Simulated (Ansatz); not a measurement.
## SiNH$_{2}$SCl$_{2}$: geometry relaxation

System: SiNH$_{2}$SCl$_{2}$, multiplicity 2, SMILES N[Si]([S])(Cl)Cl.
Method: UKS PBE0-D4/def2-TZVP (Ansatz 0.2.0).

The geometry: PBE-D4/def2-SVP start. Figures and captions count atoms from 1; the log counts them from 0 in places.

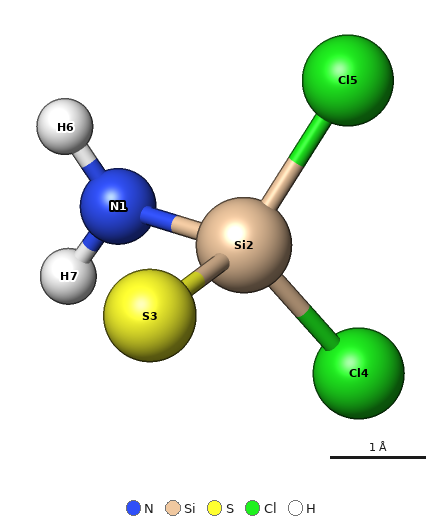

Figure 1. The input geometry (ball-and-stick view, seen at a tilt; atoms are numbered from 1 in the order of the input). Bond lengths as drawn: Cl–Si 2.07 Å, H–N 1.02 Å, N–Si 1.75 Å and S–Si 2.08 Å.

## Input file
```yaml
crystal:
  periodic: [false, false, false]
  atoms:
    - {symbol: N, position_ang: [-0.132695, 1.022884, 0.314608]}
    - {symbol: Si, position_ang: [0.069119, -0.610462, -0.280436]}
    - {symbol: S, position_ang: [0.662402, -1.631578, 1.426432]}
    - {symbol: Cl, position_ang: [-1.741759, -1.198467, -1.094017]}
    - {symbol: Cl, position_ang: [1.459724, -0.530426, -1.812535]}
    - {symbol: H, position_ang: [0.684214, 1.610974, 0.504749]}
    - {symbol: H, position_ang: [-0.939704, 1.269075, 0.895500]}
basis:
  gaussian: {orbitals: def2-TZVP}
magnetization: {spin_polarized: true, initial_magnetization: 1}
hamiltonian: {xc: pbe0, dispersion: d4}
relax: {f_tol: 0.005, max_steps: 150}
```

Command:
```bash
ansatz run in.yaml --threads 4 --pin off --events-out ev --progress --plain --max-ram 10444MiB
```

## Output
```
Functional definition: PBE0
  name "PBE0"
  cite "Adamo & Barone, J. Chem. Phys. 110, 6158 (1999) doi:10.1063/1.478522"
  cite "Perdew, Burke & Ernzerhof, Phys. Rev. Lett. 77, 3865 (1996) doi:10.1103/PhysRevLett.77.3865"
  parent pbe
  parameter a = 0.25
  parameter kappa = 0.804
  parameter beta = 0.06672455060314922
  exchange = (1 - a)*pbe_x(kappa = kappa, mu = beta*pi^2/3) + a*exact_x
  correlation = pbe_c(beta = beta)
1318 factors; their error is unknown
mean field evaluation 1: about -45263.1895 eV, gradient 4.0e1 eV
mean field evaluation 2: about -45245.3919 eV, gradient 6.7e1 eV
mean field evaluation 4: about -45269.3217 eV, gradient 3.8e0 eV
mean field evaluation 8: about -45269.3892 eV, gradient 2.2e-1 eV
mean field evaluation 16: about -45269.5231 eV, gradient 4.9e-3 eV
mean field evaluation 32: about -45269.1760 eV, gradient 4.4e0 eV
mean field -45269.52305473 eV, -1663.6242874764 hartree, gradient 1.4e-5 eV, S^2 0.757168; 2 other end points of the search recorded, 0 dependent functions left out
the calculation of the forces begins
reference -45269.52308291 eV, -1663.6242885119 hartree; 37, 36 occupied and 154, 155 virtual orbitals, 1318 factors
relax step   1: F+E_penalty+E_count = -45269.76062467 eV  Δ(F+E_penalty+E_count) = +0.000e0 eV  max|allowed force component| = 9.711e-1 eV/Å  Δτ_max = 0.0000 Å  (69 SCF iters, accepted)
these checks for a lower state are left out or cut short: starts, cluster_reference, orbital_swaps, neighbouring_geometries, increment
1318 factors; their error is unknown
mean field -45269.58004835 eV, -1663.6263819533 hartree, gradient 2.1e-5 eV, S^2 0.756637; 0 other end points of the search recorded, 0 dependent functions left out
the calculation of the forces begins
reference -45269.58007631 eV, -1663.6263829808 hartree; 37, 36 occupied and 154, 155 virtual orbitals, 1318 factors
relax step   2: F+E_penalty+E_count = -45269.82001483 eV  Δ(F+E_penalty+E_count) = -5.939e-2 eV  max|allowed force component| = 6.748e-1 eV/Å  Δτ_max = 0.0439 Å  (59 SCF iters, accepted)
these checks for a lower state are left out or cut short: starts, cluster_reference, orbital_swaps, neighbouring_geometries, increment
1318 factors; their error is unknown
mean field -45269.59049094 eV, -1663.6267657114 hartree, gradient 1.9e-5 eV, S^2 0.756327; 0 other end points of the search recorded, 0 dependent functions left out
the calculation of the forces begins
reference -45269.59051883 eV, -1663.6267667366 hartree; 37, 36 occupied and 154, 155 virtual orbitals, 1318 factors
relax step   3: F+E_penalty+E_count = -45269.83096825 eV  Δ(F+E_penalty+E_count) = -1.095e-2 eV  max|allowed force component| = 2.031e-1 eV/Å  Δτ_max = 0.0191 Å  (55 SCF iters, accepted)
these checks for a lower state are left out or cut short: starts, cluster_reference, orbital_swaps, neighbouring_geometries, increment
1318 factors; their error is unknown
mean field evaluation 64: about -45269.5938 eV, gradient 2.2e-5 eV
mean field -45269.59377646 eV, -1663.6268864521 hartree, gradient 1.1e-6 eV, S^2 0.756104; 0 other end points of the search recorded, 0 dependent functions left out
the calculation of the forces begins
reference -45269.59380442 eV, -1663.6268874798 hartree; 37, 36 occupied and 154, 155 virtual orbitals, 1318 factors
relax step   4: F+E_penalty+E_count = -45269.83407632 eV  Δ(F+E_penalty+E_count) = -3.108e-3 eV  max|allowed force component| = 3.799e-2 eV/Å  Δτ_max = 0.0335 Å  (59 SCF iters, accepted)
these checks for a lower state are left out or cut short: starts, cluster_reference, orbital_swaps, neighbouring_geometries, increment
1318 factors; their error is unknown
mean field -45269.59481731 eV, -1663.6269247028 hartree, gradient 1.3e-5 eV, S^2 0.756009; 0 other end points of the search recorded, 0 dependent functions left out
the calculation of the forces begins
reference -45269.59484535 eV, -1663.6269257331 hartree; 37, 36 occupied and 154, 155 virtual orbitals, 1318 factors
relax step   5: F+E_penalty+E_count = -45269.83490064 eV  Δ(F+E_penalty+E_count) = -8.243e-4 eV  max|allowed force component| = 3.222e-2 eV/Å  Δτ_max = 0.0275 Å  (58 SCF iters, accepted)
these checks for a lower state are left out or cut short: starts, cluster_reference, orbital_swaps, neighbouring_geometries, increment
1318 factors; their error is unknown
mean field -45269.59513280 eV, -1663.6269362966 hartree, gradient 1.9e-6 eV, S^2 0.756004; 0 other end points of the search recorded, 0 dependent functions left out
the calculation of the forces begins
reference -45269.59516085 eV, -1663.6269373275 hartree; 37, 36 occupied and 154, 155 virtual orbitals, 1318 factors
relax step   6: F+E_penalty+E_count = -45269.83518852 eV  Δ(F+E_penalty+E_count) = -2.879e-4 eV  max|allowed force component| = 2.397e-2 eV/Å  Δτ_max = 0.0064 Å  (61 SCF iters, accepted)
these checks for a lower state are left out or cut short: starts, cluster_reference, orbital_swaps, neighbouring_geometries, increment
1318 factors; their error is unknown
mean field evaluation 96: about -45269.5950 eV, gradient 8.1e-5 eV
mean field -45269.59499787 eV, -1663.6269313382 hartree, gradient 1.4e-5 eV, S^2 0.756028; 0 other end points of the search recorded, 0 dependent functions left out
the calculation of the forces begins
reference -45269.59502592 eV, -1663.6269323688 hartree; 37, 36 occupied and 154, 155 virtual orbitals, 1318 factors
relax step   7: F+E_penalty+E_count = -45269.83518070 eV  Δ(F+E_penalty+E_count) = +7.820e-6 eV  max|allowed force component| = 9.020e-2 eV/Å  Δτ_max = 0.0157 Å  (56 SCF iters, rejected (line search))
these checks for a lower state are left out or cut short: starts, cluster_reference, orbital_swaps, neighbouring_geometries, increment
1318 factors; their error is unknown
mean field -45269.59529473 eV, -1663.6269422477 hartree, gradient 1.9e-6 eV, S^2 0.756018; 0 other end points of the search recorded, 0 dependent functions left out
the calculation of the forces begins
reference -45269.59532279 eV, -1663.6269432786 hartree; 37, 36 occupied and 154, 155 virtual orbitals, 1318 factors
relax step   8: F+E_penalty+E_count = -45269.83539551 eV  Δ(F+E_penalty+E_count) = -2.070e-4 eV  max|allowed force component| = 5.630e-3 eV/Å  Δτ_max = 0.0078 Å  (60 SCF iters, accepted)
these checks for a lower state are left out or cut short: starts, cluster_reference, orbital_swaps, neighbouring_geometries, increment
1318 factors; their error is unknown
mean field evaluation 128: about -45269.5953 eV, gradient 2.1e-6 eV
mean field -45269.59532744 eV, -1663.6269434498 hartree, gradient 2.1e-6 eV, S^2 0.756011; 0 other end points of the search recorded, 0 dependent functions left out
the calculation of the forces begins
reference -45269.59535551 eV, -1663.6269444811 hartree; 37, 36 occupied and 154, 155 virtual orbitals, 1318 factors
relax step   9: F+E_penalty+E_count = -45269.83543108 eV  Δ(F+E_penalty+E_count) = -3.557e-5 eV  max|allowed force component| = 8.283e-3 eV/Å  Δτ_max = 0.0062 Å  (62 SCF iters, accepted)
these checks for a lower state are left out or cut short: starts, cluster_reference, orbital_swaps, neighbouring_geometries, increment
1318 factors; their error is unknown
mean field -45269.59533424 eV, -1663.6269436994 hartree, gradient 1.6e-5 eV, S^2 0.756012; 0 other end points of the search recorded, 0 dependent functions left out
the calculation of the forces begins
reference -45269.59536230 eV, -1663.6269447308 hartree; 37, 36 occupied and 154, 155 virtual orbitals, 1318 factors
relax step  10: F+E_penalty+E_count = -45269.83543143 eV  Δ(F+E_penalty+E_count) = -3.530e-7 eV  max|allowed force component| = 4.771e-3 eV/Å  Δτ_max = 0.0013 Å  (44 SCF iters, accepted)
1318 factors; their error is unknown
mean field evaluation 160: about -45269.5746 eV, gradient 1.5e0 eV
```

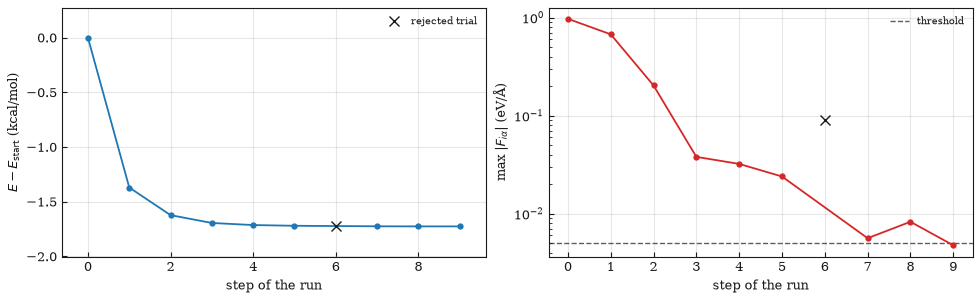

Figure 2. Progress of the relaxation, step by step (the first geometry is step 0 here and step 1 in the log).

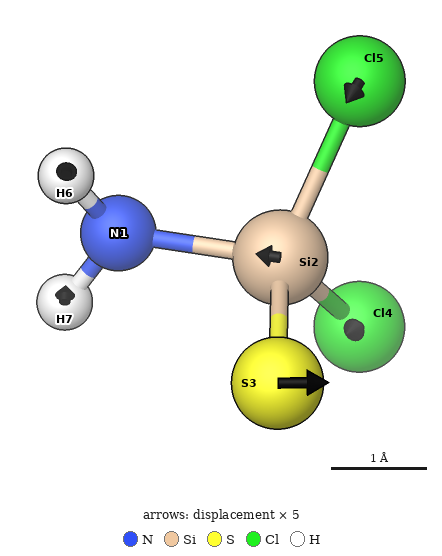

Figure 3. The starting structure with the displacements as black arrows, magnified 5 times (ball-and-stick view, seen at a tilt). The two geometries are laid on each other by the best rigid fit. After 9 geometry steps the energy has fallen by 1.73 kcal/mol. Largest force component: 0.97 eV/Å at the start, 0.0048 eV/Å at the end. The line search rejected the trial step at point 6 (counted from 0) and went back. The atom that moves furthest after the best rigid fit is S3 (0.11 Å). Largest moves by element: S 0.11 Å, Cl 0.06 Å, Si 0.06 Å, H 0.05 Å, N 0.01 Å. Among the contacts that change: N1–Si2 1.750 → 1.699 Å, Si2–Cl4 2.070 → 2.039 Å, N1–H6 1.024 → 1.007 Å, Si2–S3 2.076 → 2.088 Å. Among the angles that change: N1–Si2–S3 102.3° → 106.5°, S3–Si2–Cl4 115.7° → 112.0°. (Atoms are counted from 1 in the order of the input.)

```
mean field -45269.59533424 eV, -1663.6269436994 hartree, gradient 1.6e-5 eV, S^2 0.756012; 3 other end points of the search recorded, 0 dependent functions left out
the calculation of the forces begins
reference -45269.59536230 eV, -1663.6269447308 hartree; 37, 36 occupied and 154, 155 virtual orbitals, 1318 factors
Total energy: -45269.83545949 eV, -1663.6357681398 hartree
Atom 0 at    -0.130849     1.024164     0.322038 Å, force    -0.003245    -0.004771    -0.002710 eV/Å
Atom 1 at     0.062546    -0.559099    -0.261732 Å, force     0.002810     0.003704     0.001616 eV/Å
Atom 2 at     0.665672    -1.722834     1.363801 Å, force    -0.002176    -0.000533     0.001036 eV/Å
Atom 3 at    -1.709602    -1.196382    -1.042108 Å, force     0.001476     0.001215     0.001474 eV/Å
Atom 4 at     1.454431    -0.535401    -1.750953 Å, force     0.000002     0.000672    -0.001938 eV/Å
Atom 5 at     0.660268     1.630381     0.466152 Å, force     0.001505    -0.000381    -0.000762 eV/Å
Atom 6 at    -0.941165     1.291171     0.857103 Å, force    -0.000373     0.000094     0.001285 eV/Å
Dipole moment:    -0.037185     0.458309     0.252054 e Å
```

## Trajectory as extended XYZ (Å, eV, eV/Å), 10 frames, from step=1 to step=10
```
7
Properties=species:S:1:pos:R:3:forces:R:3 step=1 energy=-45269.76063
N    -0.1327    1.0229    0.3146    0.1067  -0.3353   0.1516
Si    0.0691   -0.6105   -0.2804   -0.2433   0.9711  -0.2016
S     0.6624   -1.6316    1.4264   -0.0519   0.0163  -0.2168
Cl   -1.7418   -1.1985   -1.0940    0.5855   0.1008   0.2822
Cl    1.4597   -0.5304   -1.8125   -0.4071  -0.1081   0.5034
H     0.6842    1.6110    0.5047   -0.5375  -0.4369  -0.1288
H    -0.9397    1.2691    0.8955    0.5475  -0.2079  -0.3900
7
Properties=species:S:1:pos:R:3:forces:R:3 step=2 energy=-45269.82001
N    -0.1374    1.0348    0.3056    0.0653  -0.3849  -0.0779
Si    0.0612   -0.5783   -0.2871   -0.1225   0.6748   0.0677
S     0.6545   -1.6387    1.3839    0.0606  -0.1352   0.1457
Cl   -1.7117   -1.2069   -1.0698    0.0227   0.0080   0.0101
Cl    1.4481   -0.5485   -1.7796   -0.0191  -0.0004   0.0204
H     0.6750    1.6036    0.5082   -0.1324  -0.1081  -0.0518
H    -0.9285    1.2659    0.8932    0.1255  -0.0541  -0.1143
7
Properties=species:S:1:pos:R:3:forces:R:3 step=3 energy=-45269.83097
N    -0.1380    1.0301    0.2979    0.0208  -0.1014  -0.0030
Si    0.0611   -0.5657   -0.2766   -0.0464   0.2031  -0.0224
S     0.6587   -1.6573    1.3840    0.0389  -0.0991   0.0843
Cl   -1.7072   -1.1956   -1.0599   -0.0591  -0.0409  -0.0101
Cl    1.4440   -0.5390   -1.7680    0.0603  -0.0163  -0.0377
H     0.6703    1.5978    0.4972    0.0149   0.0321  -0.0107
H    -0.9276    1.2618    0.8796   -0.0294   0.0226  -0.0004
7
Properties=species:S:1:pos:R:3:forces:R:3 step=4 energy=-45269.83408
N    -0.1379    1.0333    0.3007    0.0082  -0.0196   0.0135
Si    0.0603   -0.5558   -0.2721   -0.0038  -0.0035  -0.0177
S     0.6619   -1.6880    1.3711    0.0154  -0.0380   0.0338
Cl   -1.7103   -1.1991   -1.0469   -0.0114  -0.0028  -0.0123
Cl    1.4533   -0.5401   -1.7583    0.0052   0.0009  -0.0154
H     0.6669    1.6091    0.4887    0.0122   0.0359  -0.0055
H    -0.9329    1.2727    0.8711   -0.0258   0.0271   0.0036
7
Properties=species:S:1:pos:R:3:forces:R:3 step=5 energy=-45269.83490
N    -0.1367    1.0341    0.3061    0.0116  -0.0179   0.0322
Si    0.0618   -0.5548   -0.2640    0.0030  -0.0238  -0.0080
S     0.6663   -1.7148    1.3661   -0.0070   0.0167  -0.0133
Cl   -1.7083   -1.1983   -1.0428   -0.0038   0.0017   0.0045
Cl    1.4530   -0.5397   -1.7536    0.0046   0.0038   0.0021
H     0.6639    1.6212    0.4796   -0.0187   0.0068  -0.0057
H    -0.9386    1.2842    0.8630    0.0103   0.0126  -0.0119
7
Properties=species:S:1:pos:R:3:forces:R:3 step=6 energy=-45269.83519
N    -0.1348    1.0309    0.3113    0.0089  -0.0055   0.0240
Si    0.0623   -0.5559   -0.2638    0.0033  -0.0211   0.0036
S     0.6660   -1.7185    1.3647   -0.0061   0.0162  -0.0152
Cl   -1.7097   -1.1978   -1.0410    0.0062   0.0049   0.0009
Cl    1.4549   -0.5382   -1.7527   -0.0066   0.0028   0.0053
H     0.6628    1.6247    0.4755   -0.0224  -0.0026  -0.0051
H    -0.9403    1.2869    0.8603    0.0167   0.0053  -0.0135
7
Properties=species:S:1:pos:R:3:forces:R:3 step=7 energy=-45269.83518 accepted=F
N    -0.1299    1.0227    0.3238   -0.0079  -0.0902  -0.0546
Si    0.0634   -0.5608   -0.2597   -0.0075   0.0398  -0.0317
S     0.6661   -1.7235    1.3635    0.0082  -0.0197   0.0281
Cl   -1.7101   -1.1933   -1.0403   -0.0028  -0.0080  -0.0016
Cl    1.4542   -0.5327   -1.7500    0.0031  -0.0073  -0.0039
H     0.6593    1.6291    0.4642    0.0626   0.0562   0.0180
H    -0.9418    1.2904    0.8528   -0.0557   0.0292   0.0456
7
Properties=species:S:1:pos:R:3:forces:R:3 step=8 energy=-45269.83540
N    -0.1324    1.0267    0.3174    0.0025  -0.0056   0.0049
Si    0.0626   -0.5579   -0.2633    0.0015  -0.0038   0.0021
S     0.6658   -1.7186    1.3648   -0.0011   0.0017  -0.0023
Cl   -1.7096   -1.1967   -1.0418    0.0005   0.0015  -0.0004
Cl    1.4542   -0.5370   -1.7527   -0.0012   0.0014   0.0005
H     0.6617    1.6268    0.4719   -0.0054   0.0014  -0.0020
H    -0.9409    1.2887    0.8581    0.0031   0.0034  -0.0028
7
Properties=species:S:1:pos:R:3:forces:R:3 step=9 energy=-45269.83543
N    -0.1310    1.0241    0.3215    0.0023   0.0083   0.0042
Si    0.0634   -0.5590   -0.2616   -0.0022  -0.0037  -0.0030
S     0.6655   -1.7231    1.3640    0.0008   0.0000   0.0004
Cl   -1.7094   -1.1955   -1.0411   -0.0005  -0.0016  -0.0011
Cl    1.4544   -0.5354   -1.7516    0.0004  -0.0001   0.0009
H     0.6601    1.6301    0.4669   -0.0022  -0.0018  -0.0010
H    -0.9417    1.2908    0.8562    0.0015  -0.0009  -0.0005
7
Properties=species:S:1:pos:R:3:forces:R:3 step=10 energy=-45269.83543
N    -0.1308    1.0242    0.3220   -0.0032  -0.0048  -0.0027
Si    0.0625   -0.5591   -0.2617    0.0028   0.0037   0.0016
S     0.6657   -1.7228    1.3638   -0.0022  -0.0005   0.0010
Cl   -1.7096   -1.1964   -1.0421    0.0015   0.0012   0.0015
Cl    1.4544   -0.5354   -1.7510    0.0000   0.0007  -0.0019
H     0.6603    1.6304    0.4662    0.0015  -0.0004  -0.0008
H    -0.9412    1.2912    0.8571   -0.0004   0.0001   0.0013
```

## Key numbers

| quantity | value |
| --- | --- |
| outcome | converged |
| total energy | −45269.8355 eV |
| mean-field energy | −45269.5954 eV |
| dispersion energy | −0.2401 eV |
| ⟨S²⟩ | 0.756 |
| SCF solution under orbital rotations | stable |
| largest force (length of the vector) at the end | 0.006 eV/Å |
| dipole moment | 2.52 D |
| hardware | 4 threads of Arm Neoverse V2, 23 GiB of memory available, shared host |
| wall time | 98 s (CPU time 6.3 min) |
| peak memory | 1.1 GiB |
